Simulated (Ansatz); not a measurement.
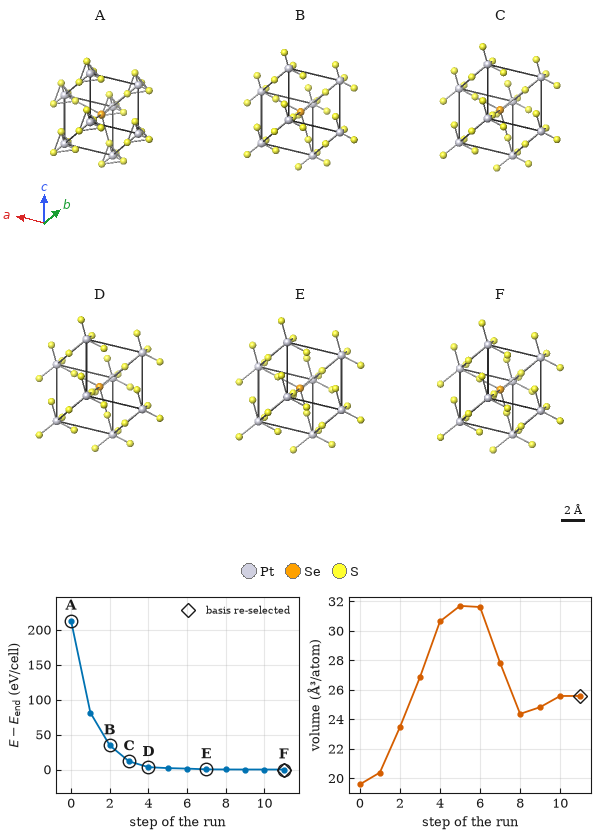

Frames of a relaxation of crystalline PtSeS₄ (a generated structure, set up in P-43m) (coarse preliminary run), marked on the history of the run. The picture is a ball-and-stick view of the cell of the calculation, seen from a free direction.

All numbers below come from DFT PBE, scalar-relativistic, plane waves, PAW (Ansatz 0.2.0).

Input
```yaml
crystal:
  lattice:
    - [4.89788492, 0.0, 0.0]
    - [0.0, 4.89788492, 0.0]
    - [0.0, 0.0, 4.89788492]
  atoms:
    - { symbol: Pt, position: [0.0, 0.0, 0.0] }
    - { symbol: Se, position: [0.5, 0.5, 0.5] }
    - { symbol: S, position: [0.148, 0.148, 0.148] }
    - { symbol: S, position: [0.148, 0.852, 0.852] }
    - { symbol: S, position: [0.852, 0.852, 0.148] }
    - { symbol: S, position: [0.852, 0.148, 0.852] }
basis:
  ecutwfc: 420
kpoints:
  mp_grid: { grid: [4, 4, 4] }
hamiltonian:
  xc: pbe
scf:
  occupations: { method: gaussian, width: 0.1 }
  lower_state_search: "off"
output:
  forces: true
  stress: true
  eigenvalues: true
relax:
  adjacent_minimum: "off"
  f_tol: 0.04
  max_steps: 70
  cell: { stress_tol: 0.4 }
```

Launched with:
```bash
ansatz run input.yaml --threads 1 --pin off --max-ram 2560MiB --backend cpu --events-out ev --progress --plain --runs-dir out
```

Question: Describe the path.

Answer: After 10 accepted moves (11 points after the start) the energy has fallen by 213.019 eV per cell of the calculation. The largest force component goes from 130 to 0.00051 eV/Å. Pressure: 522.44 GPa at the start and −0.10 GPa at the end. At 1 point the geometry stayed and the basis and grid were re-selected for the new cell (energy shift of 13.6 meV per cell of the calculation at most each time). The largest moves relative to the cell, 0.87 Å, are those of S3, S4, S5 and S6. S4 goes along [1 −1 −1]. Se and Pt stay in place. The drawn cell changes as follows: a = b = c 4.898 → 5.354 Å (+9.3 %); the volume changes by +30.6 %. Among the contacts that change: S3–S4 2.050 → 3.668 Å, Pt1–S3 1.256 → 2.246 Å, Se2–S3 2.986 → 2.391 Å. Bonds break, among them: S3–S4 (2.05 → 3.67 Å), S3–S5 (2.05 → 3.67 Å), S3–S6 (2.05 → 3.67 Å), S4–S5 (2.05 → 3.67 Å). The space group stays P-43m (No. 215). From step 0 to 2: S atoms move most (0.31 Å), volume +19.8 %, energy −178.493 eV per cell of the calculation. From step 2 to 3: S atoms move most (0.11 Å), volume +14.4 %, energy −22.835 eV per cell of the calculation. From step 3 to 4: S atoms move most (0.10 Å), volume +14.1 %, energy −8.301 eV per cell of the calculation. From step 4 to 7: S atoms move most (0.27 Å), volume −9.2 %, energy −3.115 eV per cell of the calculation. From step 7 to 11: S atoms move most (0.09 Å), volume −8.1 %, energy −0.274 eV per cell of the calculation.
